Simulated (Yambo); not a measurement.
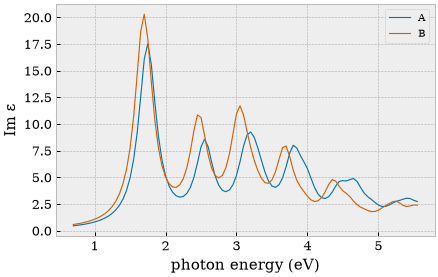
Fig. 1. Two computed absorption spectra of CsSnBr$_{3}$ (cubic perovskite, space group Pm-3m, No. 221) (Yambo, PBE bands with the same scissor, field along x)

Q: Which curve includes the electron-hole attraction (BSE)?

A: Curve B: the attraction moves weight to lower energy (centre of the plotted range 2.9 eV against 3.1 eV). Settings: 6×6×6 mesh, 6 valence and 6 conduction bands, static screening with 96 bands and a 3 Ry block, scissor 1.40 eV, Tamm-Dancoff. The scissor comes from a G0W0 run whose convergence isn't established. Broadening 0.15 eV. The band window holds all transitions up to 5.6 eV. On this mesh the peak heights and the fine structure are mesh artefacts; only the shift of weight is robust.

Bands and orbitals come from the standard potentials; the scissor and the G0W0 gaps come from a run at the same geometry on the stringent ones, which hold whole semicore shells in the valence.

Spin-orbit coupling is not included.

Geometry relaxed with PBEsol; primitive cell a = b = c = 5.780 Å, α = β = γ = 90.00°.

The structure is a Materials Project entry; no match was found in the copy of COD used, and its stability was not checked.
